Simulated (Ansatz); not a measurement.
**Ta(100) with 4 thermally displaced layers, 2x2: scattering by thermal displacements**

Aim: the resistivity of Ta at 300 K from frozen thermal displacements between perfect leads.

Main program and level: Ansatz 0.2.0; Ansatz plane-wave DFT, PBE, PAW files; ballistic transport by layer matching (Landauer), zero bias; PAW set soft_1.

## Step 1: Set-up

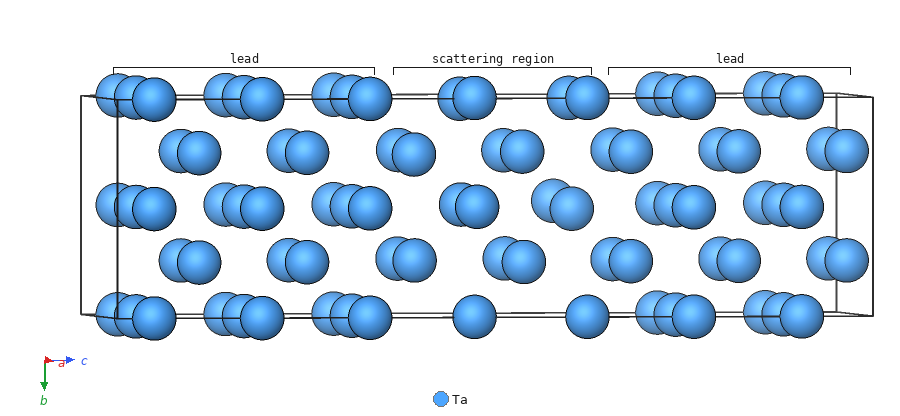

Start, viewed from the side, with the c axis across the page; tantalum blue. Some periodic images of atoms are drawn too.

The cell holds 56 atoms: 56 Ta. Its edges and angles: a = 6.605 Å, b = 6.605 Å, c = 23.118 Å, α = 90.0°, β = 90.0°, γ = 90.0°. It derives from Ta. Regions: lead, 40 atoms (40 Ta); scattering region, 16 atoms (16 Ta). The structure is stacked along c, and the current runs across the ab planes.

## Step 2: With 4 displaced layers

Each atom of 4 layers is moved at random, by amounts drawn from a normal law 0.0653 Å wide in each direction from the Debye model (240 K) at 300 K. The layers about the cell's end stay perfect and serve as the lead. Disorder leaves little or no symmetry, which makes such runs dear. Energies from -0.05 to 0.05 eV in steps of 0.05 eV are too few for the program's thermal sum, so it prints no conductance; for a metal the transmission near the Fermi level serves, at a fraction of the cost.

The input, input.yaml:

```yaml
crystal:
  lattice:
    - [6.60512, 0.0, 0.0]
    - [0.0, 6.60512, 0.0]
    - [0.0, 0.0, 23.11792]
  atoms:
    - { symbol: Ta, position: [0.0, 0.0, 0.0357142857] }
    - { symbol: Ta, position: [0.0, 0.5, 0.0357142857] }
    - { symbol: Ta, position: [0.5, 0.0, 0.0357142857] }
    - { symbol: Ta, position: [0.5, 0.5, 0.0357142857] }
    - { symbol: Ta, position: [0.25, 0.25, 0.1071428571] }
    - { symbol: Ta, position: [0.25, 0.75, 0.1071428571] }
    - { symbol: Ta, position: [0.75, 0.25, 0.1071428571] }
    - { symbol: Ta, position: [0.75, 0.75, 0.1071428571] }
    - { symbol: Ta, position: [0.0, 0.0, 0.1785714286] }
    - { symbol: Ta, position: [0.0, 0.5, 0.1785714286] }
    - { symbol: Ta, position: [0.5, 0.0, 0.1785714286] }
    - { symbol: Ta, position: [0.5, 0.5, 0.1785714286] }
    - { symbol: Ta, position: [0.25, 0.25, 0.25] }
    - { symbol: Ta, position: [0.25, 0.75, 0.25] }
    - { symbol: Ta, position: [0.75, 0.25, 0.25] }
    - { symbol: Ta, position: [0.75, 0.75, 0.25] }
    - { symbol: Ta, position: [0.0, 0.0, 0.3214285714] }
    - { symbol: Ta, position: [0.0, 0.5, 0.3214285714] }
    - { symbol: Ta, position: [0.5, 0.0, 0.3214285714] }
    - { symbol: Ta, position: [0.5, 0.5, 0.3214285714] }
    - { symbol: Ta, position: [0.2512428086, 0.2486941798, 0.394665829] }
    - { symbol: Ta, position: [0.2510369088, 0.7447050557, 0.3938783622] }
    - { symbol: Ta, position: [0.7628896815, 0.2593616346, 0.3908696488] }
    - { symbol: Ta, position: [0.7374916571, 0.7438391035, 0.392973856] }
    - { symbol: Ta, position: [0.9770177107, 0.9978373046, 0.4607670038] }
    - { symbol: Ta, position: [0.9927617387, 0.4946201498, 0.4633924171] }
    - { symbol: Ta, position: [0.5040688546, 0.0103049577, 0.4639227058] }
    - { symbol: Ta, position: [0.5135071153, 0.4934247337, 0.4652784515] }
    - { symbol: Ta, position: [0.2589305541, 0.2509292857, 0.5336144899] }
    - { symbol: Ta, position: [0.2408889984, 0.7454755062, 0.5363361623] }
    - { symbol: Ta, position: [0.7400202021, 0.247932357, 0.5352646013] }
    - { symbol: Ta, position: [0.7553461097, 0.7521218463, 0.5367179318] }
    - { symbol: Ta, position: [0.9935370842, 0.9987188049, 0.6093569662] }
    - { symbol: Ta, position: [0.0147621558, 0.4875544838, 0.6114184914] }
    - { symbol: Ta, position: [0.5133036081, 0.0077230481, 0.6078897346] }
    - { symbol: Ta, position: [0.4968969594, 0.5144121332, 0.6126790325] }
    - { symbol: Ta, position: [0.25, 0.25, 0.6785714286] }
    - { symbol: Ta, position: [0.25, 0.75, 0.6785714286] }
    - { symbol: Ta, position: [0.75, 0.25, 0.6785714286] }
    - { symbol: Ta, position: [0.75, 0.75, 0.6785714286] }
    - { symbol: Ta, position: [0.0, 0.0, 0.75] }
    - { symbol: Ta, position: [0.0, 0.5, 0.75] }
    - { symbol: Ta, position: [0.5, 0.0, 0.75] }
    - { symbol: Ta, position: [0.5, 0.5, 0.75] }
    - { symbol: Ta, position: [0.25, 0.25, 0.8214285714] }
    - { symbol: Ta, position: [0.25, 0.75, 0.8214285714] }
    - { symbol: Ta, position: [0.75, 0.25, 0.8214285714] }
    - { symbol: Ta, position: [0.75, 0.75, 0.8214285714] }
    - { symbol: Ta, position: [0.0, 0.0, 0.8928571429] }
    - { symbol: Ta, position: [0.0, 0.5, 0.8928571429] }
    - { symbol: Ta, position: [0.5, 0.0, 0.8928571429] }
    - { symbol: Ta, position: [0.5, 0.5, 0.8928571429] }
    - { symbol: Ta, position: [0.25, 0.25, 0.9642857143] }
    - { symbol: Ta, position: [0.25, 0.75, 0.9642857143] }
    - { symbol: Ta, position: [0.75, 0.25, 0.9642857143] }
    - { symbol: Ta, position: [0.75, 0.75, 0.9642857143] }
kpoints:
  mp_grid: { grid: [4, 4, 1] }
hamiltonian:
  xc: pbe
  pseudopotentials: { kind: paw, azcp: { folder: soft_1 } }
scf:
  occupations: { method: fermi_dirac, width: 0.1 }
output:
  transmission: { leads: [[0, 4]], kmesh: [8, 8], e_range: [-0.05, 0.05], de: 0.05 }
  write_potential: true
  write_density: true
  volumetric_format: npy
  elf: true
```

The run is started by

```
$ ansatz run input.yaml --threads 4 --pin off --max-ram 15360MiB --backend cpu --events-out ev --progress --plain --runs-dir out
```

Numbers of over 12 decimals in the logs are rounded to 6 here.

Output:

```text
Engine: ansatz 0.2.0, aarch64-unknown-linux-gnu
Pseudopotentials: kind: paw
Pseudopotential: Ta, paw, valence charge 13, recommended cutoff 420 eV (normal), soft_1/Ta.paw.azcp
Functional definition: PBE
  parameter kappa = 0.804
  parameter beta = 0.066725
  exchange = pbe_x(kappa = kappa, mu = beta*pi^2/3)
  correlation = pbe_c(beta = beta)
Crystal: 56 atoms, lattice volume = 1008.580 Å³
Basis set: ecut = 420 eV, 19677 PW (Γ)
Bands: 437, of which v1, the nominal top of the filled ones, is band 364 counted from 1 (363 counted from 0)
Symmetry: 1 space group operations
Space group: P1 (ITA 1), of the structure as read, at distance tolerance 1.0e-4 Å
k-points: 10 of 16 (time reversal used)
Non-local potential: Ta, projectors of the file, l = 0: 3, l = 1: 2, l = 2: 2, l = 3: 1
PAW form: soft (Blöchl's): semilocal exchange-correlation on the pseudo side does not see the compensation charge
PAW one-centre angular grid: Ta, 590 points (default); XC on 64 Gauss nodes
Initial density: superposition of atomic densities (chi_scale 0.1, normalization cell)
Initial wavefunctions: pseudopotential atomic-orbital guess
Functional: x = pbe(κ = 0.804, μ = 0.219515), c = pbe(β = 0.066725)
SCF iter   1: F=—  HF=-556268.018027 eV  |F-HF|=—  |Δ(HF+E_count)|=         —  Δρ=4.19e-2  dr2=2.41e1  ethr=3.10e-3  ⟨swp⟩=5.6  Hψ=17176  notcnv=0  defer=3
preconditioner: auto → Kerker (q_TF=auto, 2.584 Å⁻¹)  [metal: Δε(μ)=0.006 eV  Ē_g=4.265 eV  σ=0.100 eV  W_gap=0.02  n_scr=294 (ndim 8)  ℏωp=19.6 eV  f_vac=0.000  D(μ)=66.78/eV (n_scr^D=724)]
SCF iter   2: F=—  HF=-556263.687499 eV  |F-HF|=—  |Δ(HF+E_count)|=    4.33e0  Δρ=2.58e-2  dr2=7.82e0  ethr=3.10e-3  ⟨swp⟩=2.0  Hψ=5402  notcnv=0  defer=140
SCF iter   3: F=—  HF=-556261.431808 eV  |F-HF|=—  |Δ(HF+E_count)|=    2.26e0  Δρ=3.12e-3  dr2=9.05e-2  ethr=1.07e-3  ⟨swp⟩=2.9  Hψ=8363  notcnv=0  defer=140
SCF iter   4: F=—  HF=-556261.421953 eV  |F-HF|=—  |Δ(HF+E_count)|=   9.85e-3  Δρ=3.27e-4  dr2=9.21e-4  ethr=1.24e-5  ⟨swp⟩=2.3  Hψ=6392  notcnv=0  defer=140
SCF iter   5: F=—  HF=-556261.421883 eV  |F-HF|=—  |Δ(HF+E_count)|=   7.03e-5  Δρ=7.37e-5  dr2=3.14e-5  ethr=1.27e-7  ⟨swp⟩=2.0  Hψ=7295  notcnv=0  defer=140
SCF iter   6: F=—  HF=-556261.421233 eV  |F-HF|=—  |Δ(HF+E_count)|=   6.50e-4  Δρ=8.16e-6  dr2=4.48e-7  ethr=4.31e-9  ⟨swp⟩=2.1  Hψ=7827  notcnv=0  defer=140
SCF iter   7: F=-556261.421233 eV  HF=-556261.421233 eV  |F-HF|=1.63e-9  |Δ(HF+E_count)|=   8.77e-8  Δρ=1.42e-6  dr2=1.34e-8  ethr=1.37e-11  ⟨swp⟩=11.2  Hψ=11550  notcnv=0
SCF 1 converged in 7 iterations: F = -556261.421233 eV  dr2 = 1.34e-8
  greatest PAW one-centre occupation: 0.999 electrons in one spin orbital (limit 2), on the Ta atom at site 43 (counted from 0), in its partial waves of l = 0
transmission: 144 of 1428 steps passed
transmission: 288 of 1428 steps passed
[...]
transmission: 1428 of 1428 steps passed
SCF converged after 7 iterations
Free energy (F): -556261.421233 eV
Harris-Foulkes:  -556261.421233 eV  (|F-HF|=1.63e-9)
Internal energy: -556259.105523 eV  (E = F + TS)
E sigma→0 (E₀):  -556260.263378 eV
Entropy (-TS):   -2.315710 eV (-41.352 meV/atom)
Fermi energy:    18.525713 eV
--- Per-component energies (eV) ---
  E_band       = -5880.544967
  E_kinetic    = 22047.829621
  E_local      = -30745.439723  (includes V_loc(G=0)·N_el)
  E_nonlocal   = -614.190710
  E_hartree    = 11146.826009
  E_xc         = -17994.770523
  E_vxc        = -13089.952989  (∫ρ·V_xc dr)
  E_paw        = -465061.014400  (= ΣΔE_a)
  E_vpaw       = -5772.453045  (= ΣTr[D̂ρ^β])
  E_aug_tail   = 0.005379  (compensation charges beyond the density's cutoff)
  E_ewald      = -75038.351175
  E_smearing   = -2.315710  (= −TS)
  E_closure    = 0.000000  (closes the sum)
  Σ components = -556261.421233   (vs F -556261.421233, Δ=0.00e0)
--- Band table (eV; the first three rows and the last of 10) ---
  k-point 0: bands = [... 360 lower, 19.1855, 19.1966, 19.2009, 19.2310, 19.2433, 19.2536, 19.3902, 19.4128, ... 69 higher]
  k-point 1: bands = [... 360 lower, 18.8852, 18.8908, 18.8950, 18.9164, 18.9220, 18.9476, 18.9758, 19.0111, ... 69 higher]
  k-point 2: bands = [... 360 lower, 18.3787, 18.4106, 18.4176, 18.4601, 18.4732, 18.4939, 18.5877, 18.5933, ... 69 higher]
  k-point 9: bands = [... 360 lower, 17.9253, 17.9327, 17.9418, 17.9423, 17.9608, 17.9697, 17.9752, 17.9880, ... 69 higher]
--- Transmission ---
  basis      : 377 plane waves across, 42 finite elements along
  points     : 34, standing for a mesh of 8 x 8
  energies   : 3 from -0.050000 to 0.050000 eV about the Fermi level, 0.050000 eV apart; the leads are filled to 0.000000 eV, and channels, transmission and decay are at 0.000000 eV
  crystal 0  : Ta4, at the sites [0, 4], period 1.6513 Å, over 16.51 Å; its Hamiltonian steps by up to 3.3 meV
    offset         : up to 0.0000 Å between an atom of the period and one for which it stands
    channels       : 1.048438e1 a spin
    conductance    : none, the energies end too early or step too widely for 300 K: set another output.transmission.e_range or a lower de, or, where they end at an eighth of basis.ecutwfc, a higher one
  junction   : crystal 0 to crystal 0, 0.70 to 22.16 Å
    transmission   : 8.353322e0 a spin
    conductance    : none, the energies end too early or step too widely for 300 K: set another output.transmission.e_range or a lower de, or, where they end at an eighth of basis.ecutwfc, a higher one
```

The job ended after 20 min (4 threads of Arm Neoverse V1, shared host; peak memory 8.2 GiB; 65 min of CPU time).

Numbers from this step:

* free energy: -556261.4212 eV
* energy at zero smearing: -556260.2634 eV
* Fermi energy: 18.53 eV
* cell area: 43.63 Å²
* transmission per spin nearest the Fermi level: 8.353
* open channels per spin nearest the Fermi level: 10.48
* step of the lead's potential: 3.3 meV

Per spin. Table of transmission, zone mean by energy, zero at the Fermi level:

| energy (eV) | transmission, zone mean |
| --- | --- |
| -0.0500 | 8.39 |
| 0.0000 | 8.35 |
| 0.0500 | 7.97 |

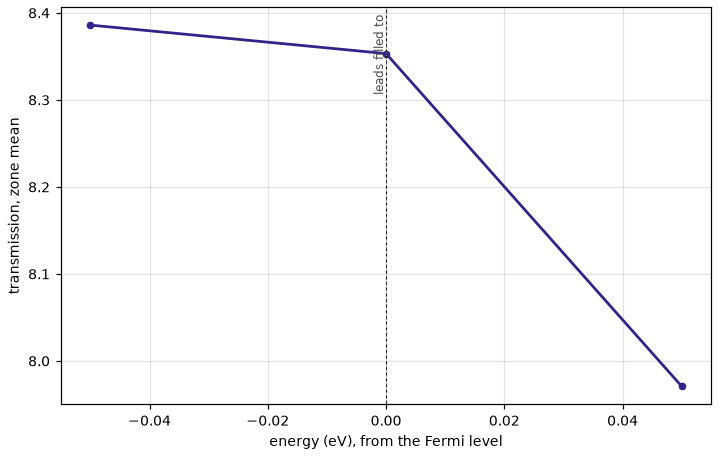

Transmission, zone mean, plotted against energy.

Per spin. Table of open channels, zone mean, lead by energy, zero at the Fermi level:

```csv
energy (eV),"open channels, zone mean, lead"
-0.0500,10.3
0.0000,10.5
0.0500,9.98
```

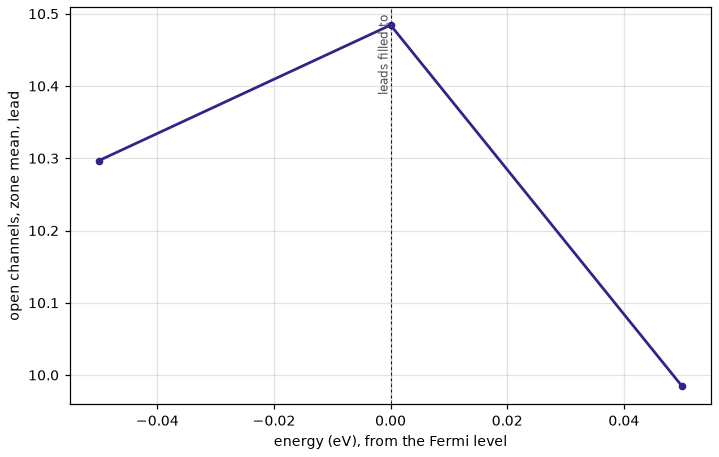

Open channels, zone mean, lead, plotted against energy.

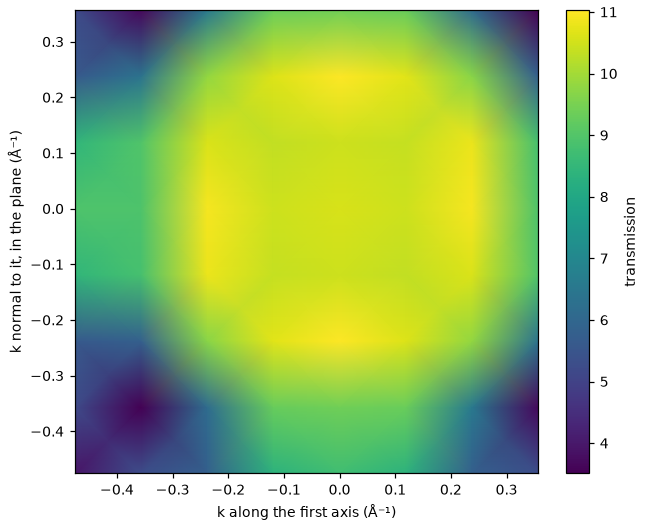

Transmission over k1 and k2. At 0.0000 eV from the Fermi level.

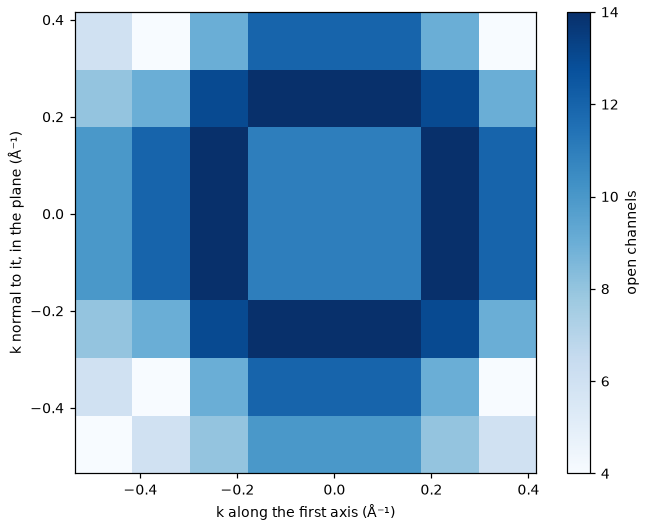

Open channels over k1 and k2. At 0.0000 eV from the Fermi level.

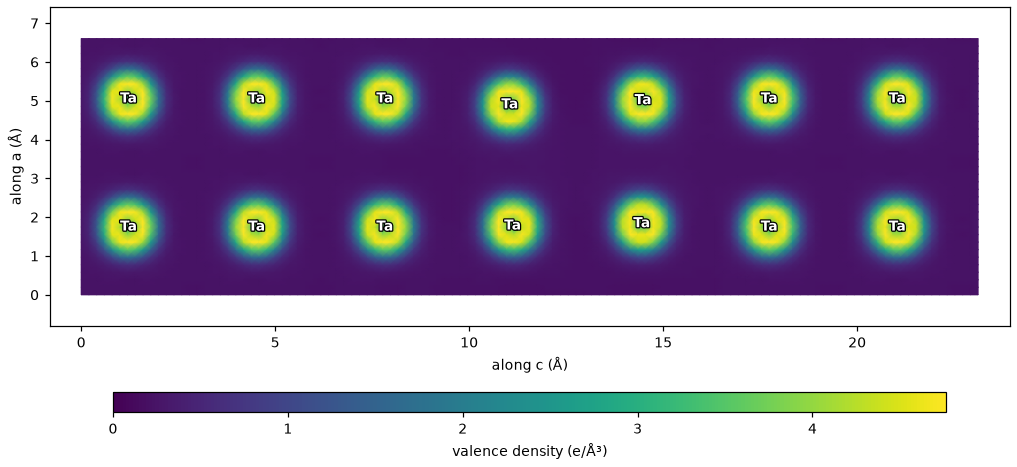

Valence density in the ca plane at fractional y = 0.000, with atoms of Ta within 0.2 Å of it. It is the smooth field of the valence electrons, not physical close to the nuclei. The map starts off the cell's origin, so that atoms lie inside it.

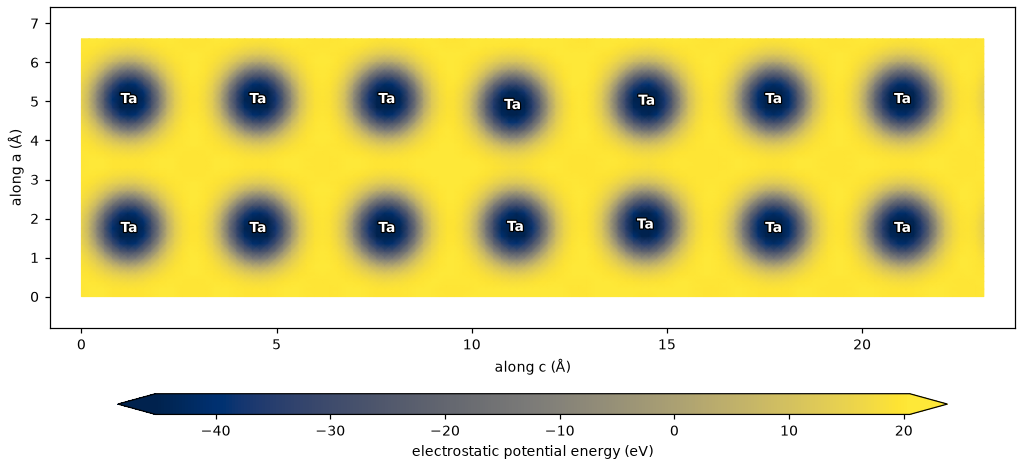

Electrostatic potential energy in the ca plane at fractional y = 0.000, with atoms of Ta within 0.2 Å of it. With pseudopotentials it is smooth inside the atoms' cores, unlike the true potential. The map starts off the cell's origin, so that atoms lie inside it.

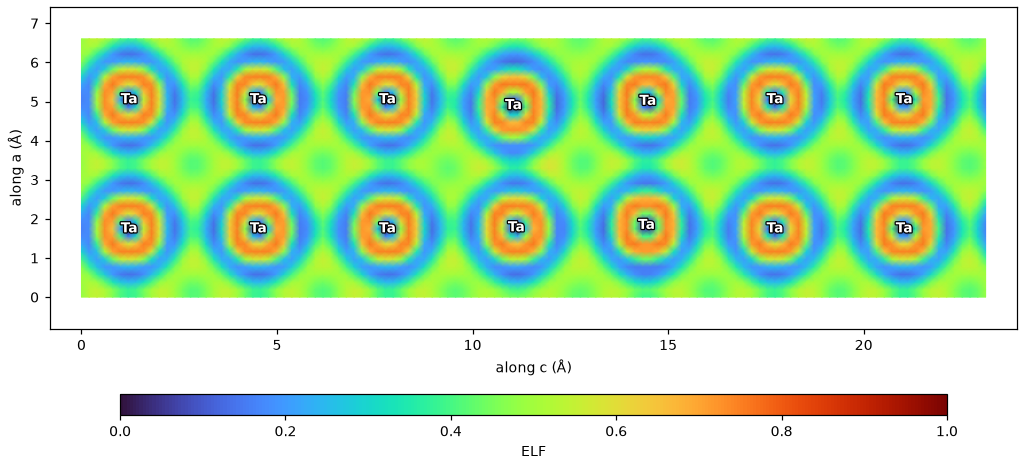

ELF in the ca plane at fractional y = 0.000, with atoms of Ta within 0.2 Å of it. It is the smooth field of the valence electrons, not physical close to the nuclei. The map starts off the cell's origin, so that atoms lie inside it.

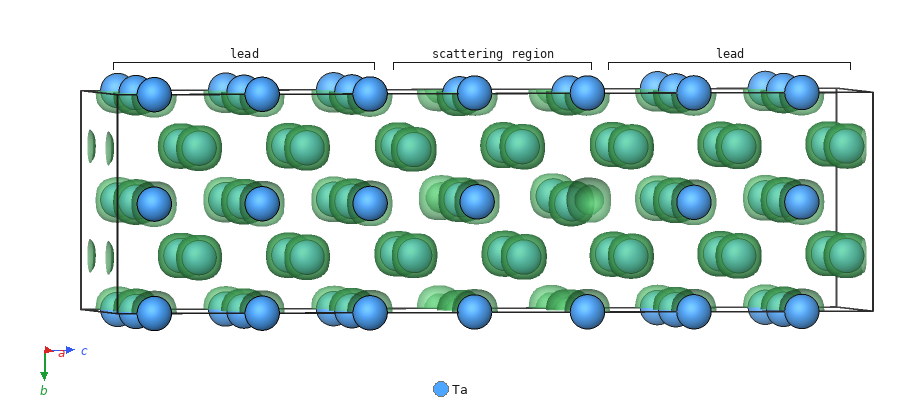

Surface of ELF = 0.69.

Over the solved energies the transmission per spin lies between 7.97 and 8.39, out of 10.3 channels of the lead on average (up to 10.5).

(Continued in part 2 of 3.)

[Logs are printed without paths, hosts, clocks, repeated set-up lines and the standing remarks that a program may print on its own settings, such as how far it seeks lower states.]

[Hosts, paths, dates, database ids (printed as entryN), source tags and the programs' standing remarks are cut or masked in the printed files.]
